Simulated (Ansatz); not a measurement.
**UBHLYP/def2-TZVPPD run of HS (SMILES [SH])**

What is the electronic atomisation energy of HS at UBHLYP/def2-TZVPPD? 

The results are computed with Ansatz 0.2.0.

27 further runs of the same task are left out: 1 that didn't finish, 26 set aside as unsound or not needed.

### 1 Starting point

The species is HS (2 atoms), meant as a doublet with charge 0. SMILES: `[SH]`. The coordinates come from a PBE0-D4/def2-TZVP relaxation.

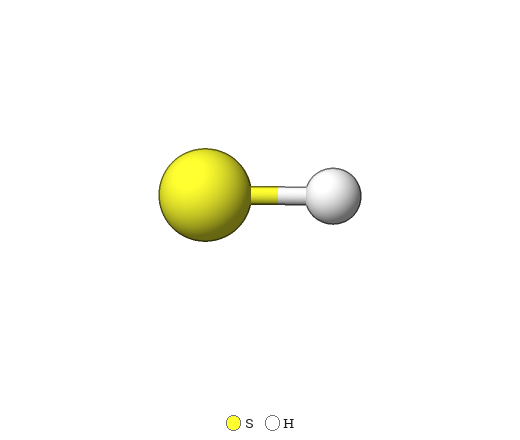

The structure, seen from a chosen angle (sulfur yellow, hydrogen white).

### 2 A single-point energy at UBHLYP/def2-TZVPPD

File job.yaml:

```yaml
crystal:
  periodic: [false, false, false]
  atoms:
    - {symbol: S, position_ang: [0.574560, -0.187810, 0.295460]}
    - {symbol: H, position_ang: [-0.574560, 0.187810, -0.295460]}
basis:
  gaussian:
    orbitals: def2-TZVPPD.json
magnetization:
  spin_polarized: true
  initial_magnetization: 1
hamiltonian:
  xc: {name: BHLYP}
accuracy: high
output:
  orbitals: {seedname: orbitals}
```

The basis set def2-TZVPPD is read from a file made from the Basis Set Exchange's data (not shown).

Started as:

```bash
$ ansatz run job.yaml --threads 1 --pin off --max-ram 3480MiB --events-out events.jsonl --progress --plain --runs-dir runs
```

The program printed:

```text
Warning: RAYON_NUM_THREADS=1 ignored (pool sized by the plan → 1); use --threads N
Functional definition: BHLYP
  name "BHLYP"
  parameter a = 0.5
  exchange = (1 - a)*b88_x + a*exact_x
  correlation = lyp_c
851 factors; integrals over basis functions are off by at most 3.3e-9 eV
mean field evaluation 1: about -10850.5306 eV, gradient 5.4e0 eV
mean field evaluation 2: about -10850.6882 eV, gradient 2.5e0 eV
mean field evaluation 4: about -10850.7148 eV, gradient 7.0e-1 eV
mean field evaluation 8: about -10850.7301 eV, gradient 1.8e-2 eV
mean field evaluation 16: about -10850.7301 eV, gradient 1.4e-5 eV
mean field -10850.73010921 eV, -398.7569766244 hartree, gradient 5.0e-8 eV, S^2 0.755976; 0 other end points of the search recorded, 0 dependent functions left out
reference -10850.73012976 eV, -398.7569773796 hartree; 9, 8 occupied and 59, 60 virtual orbitals, 851 factors
Total energy: -10850.73012976 eV, -398.7569773796 hartree
```

Wall time 2.8 s (1 thread of Arm Neoverse V1, shared host); peak memory 0.14 GiB.

### 3 The H atom at the same level

File in.yaml:

```yaml
crystal:
  periodic: [false, false, false]
  atoms:
    - symbol: H
      position_ang: [0.000000, 0.000000, 0.000000]
basis:
  gaussian:
    orbitals: def2-TZVPPD.json
total_charge: 0
magnetization:
  spin_polarized: true
  initial_magnetization: 1
hamiltonian:
  xc: {name: BHLYP}
accuracy: high
```

The basis set def2-TZVPPD is read from a file made from the Basis Set Exchange's data (not shown).

Run the same way, it converges to -0.49854 Eh (log not shown).

### 4 The S atom at the same level

File molecule.yaml:

```yaml
basis:
  gaussian:
    orbitals: def2-TZVPPD.json
crystal:
  periodic: [false, false, false]
  atoms:
    - symbol: S
      position_ang: [0.000000, 0.000000, 0.000000]
accuracy: high
magnetization:
  spin_polarized: true
  initial_magnetization: 2
hamiltonian:
  xc: {name: BHLYP}
```

The basis set def2-TZVPPD is read from a file made from the Basis Set Exchange's data (not shown).

Run the same way, it converges to -398.12146 Eh (log not shown).

### 5 Summary of results

At UBHLYP/def2-TZVPPD:

| quantity | value |
| --- | --- |
| molecule: total energy | -398.75698 Eh |
| molecule: HOMO energy (highest over α and β) | -8.62 eV |
| molecule: LUMO energy (lowest over α and β) | -3.36 eV |
| molecule: ⟨S²⟩ | 0.756 |
| H atom: total energy | -0.49854 Eh |
| H atom: ⟨S²⟩ | 0.750 |
| S atom: total energy | -398.12146 Eh |
| S atom: ⟨S²⟩ | 2.005 |
| electronic atomisation energy | 3.727 eV |

Taking the molecule apart into free atoms costs 3.73 eV (86 kcal/mol), before zero-point energy and without spin-orbit coupling.
